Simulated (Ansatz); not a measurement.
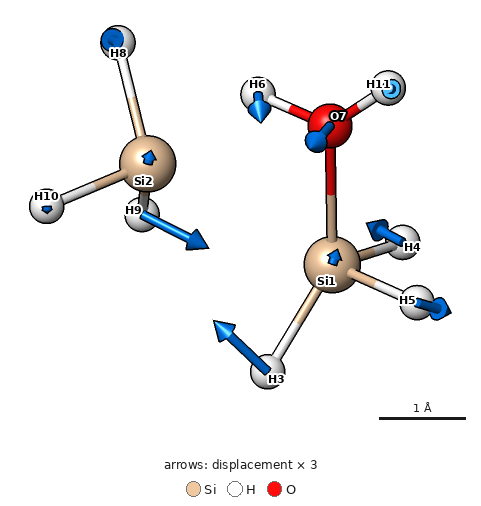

A constrained relaxation of Si₂H₈O. The starting structure is drawn; blue arrows show the displacements, 3 times their true length. The two geometries are superimposed by the best rigid fit.

Style: ball-and-stick. Shown from a free direction.

The reaction that was planned forms Si1–O7, Si2–H6 and breaks Si1–Si2, H6–O7 (atoms numbered from 1 in input order).

Theory: RKS PBE0-D4/def2-SVP in Ansatz.

Input file:
```yaml
crystal:
  periodic: [false, false, false]
  atoms:
    - {symbol: Si, position_ang: [-0.923800, 0.172500, -0.783400]}
    - {symbol: Si, position_ang: [0.933100, -1.035800, 0.667400]}
    - {symbol: H, position_ang: [-0.706500, -0.887000, -1.777100]}
    - {symbol: H, position_ang: [-2.017000, -0.117800, 0.138300]}
    - {symbol: H, position_ang: [-1.519500, 1.181500, -1.700500]}
    - {symbol: H, position_ang: [0.573500, 0.907800, 0.646200]}
    - {symbol: O, position_ang: [-0.020400, 1.606200, 0.006600]}
    - {symbol: H, position_ang: [1.579600, -0.707700, 1.964000]}
    - {symbol: H, position_ang: [0.271100, -2.311000, 0.958600]}
    - {symbol: H, position_ang: [2.079300, -1.367300, -0.193000]}
    - {symbol: H, position_ang: [-0.249400, 2.558700, 0.072800]}
basis:
  gaussian: {orbitals: def2-SVP}
hamiltonian: {xc: pbe0, dispersion: d4}
relax: {f_tol: 0.04, max_steps: 150, escape_saddle: false, constraints: [{distance: [0, 6]}, {distance: [1, 5]}, {distance: [0, 1]}, {distance: [5, 6]}]}
```

Launched with:
```bash
ansatz run in.yaml --threads 4 --pin off --events-out ev --progress --plain --max-ram 9574MiB
```

Question: Describe the change and its energy.

Answer: Over 9 accepted moves (11 points after the start) the energy falls by 18.9 kJ/mol. Largest force component: 0.62 eV/Å at the start, 0.032 eV/Å at the end. The line search rejected the trial steps at points 7, 9 of the run. The largest moves after the best rigid fit, 0.31 Å, are those of H3 and H9. By element the largest moves are H 0.31 Å, O 0.26 Å, Si 0.07 Å. Among the contacts that change: Si2–H10 1.471 → 1.503 Å, Si1–H4 1.459 → 1.490 Å, Si1–H3 1.469 → 1.495 Å, Si1–H5 1.488 → 1.511 Å. Among the angles between lasting bonds that change: H3–Si1–O7 140.1° → 123.1°, H6–O7–H11 133.7° → 122.5°, Si1–O7–H11 131.3° → 120.6°. The run took 15 s on 4 threads of Arm Neoverse V1, on a shared host.
